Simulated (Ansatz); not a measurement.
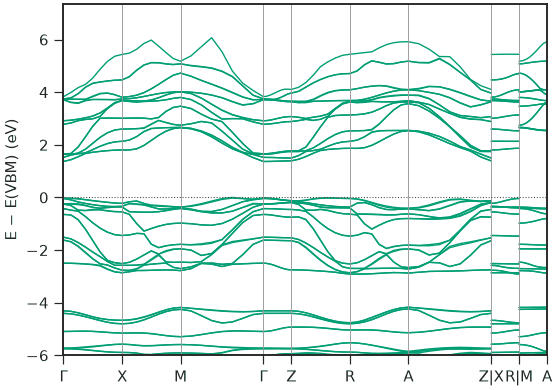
*Band structure from plane-wave PAW PBE with spin–orbit coupling (Ansatz code)*

Problem. Read off the gap and where the band edges lie.

Solution. About 1.4 eV (1.37 eV by a search for the band edges); maximum on the M–Γ line, 62 % of the way from M, minimum at Γ.

The material is Ba₂Ti₂N₃F₃ in space group P-4m2 (No. 115; Pearson symbol tP10).

The start of the workflow was typed in or built on a structure type; neither database checked (COD, Materials Project) lists it. Its standing as an ambient phase is unchecked. The cell was relaxed with PBE under the symmetry of its start; its stability against distortions is not shown here. The workflow began spin-polarised and lost its moments.

Potentials: the earlier of the program's two PAW sets.
